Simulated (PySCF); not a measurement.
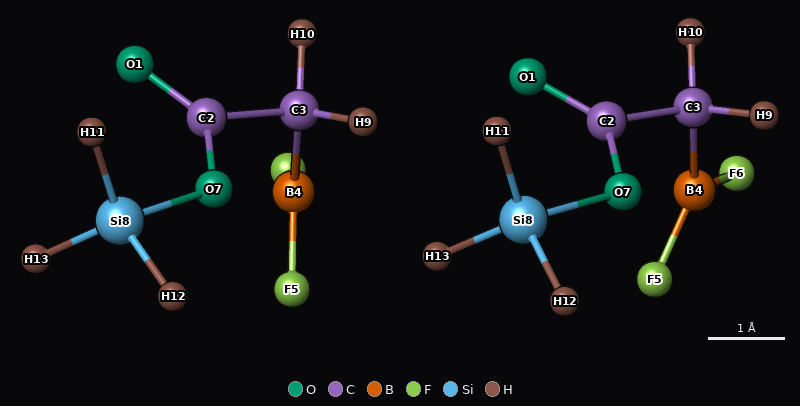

Two geometries of C$_{2}$H$_{5}$BF$_{2}$O$_{2}$Si, drawn at one scale. One is the start of a relaxation, the other its converged end. The picture is a ball-and-stick view, seen from a free direction.

Computed with PBE0-D3(BJ)/def2-SVP geometry optimisation, gas phase (PySCF). 

**Which one is relaxed?**

The right one is the relaxed one. The start comes from GFN2-xTB. Its atoms were then displaced at random by about 0.01 Å. F6 moves most after the best rigid fit: 0.65 Å. Largest moves by element: F 0.65 Å, O 0.20 Å, H 0.18 Å, C 0.12 Å, Si 0.07 Å, B 0.03 Å. Some distances before and after: O7–Si8 1.667 → 1.722 Å, C3–B4 1.612 → 1.569 Å, C3–H9 1.064 → 1.103 Å, B4–F6 1.278 → 1.317 Å. Bond angles that change, for instance: C2–O7–Si8 122.8° → 116.2°, B4–C3–H9 111.7° → 106.2°, O7–Si8–H12 97.8° → 102.6°. Groups turn about C3–B4 by about 35°. After 23 geometry steps the energy has fallen by 0.278 eV. Cost: 3.4 min on 1 thread of Arm Neoverse V1, on a shared host.
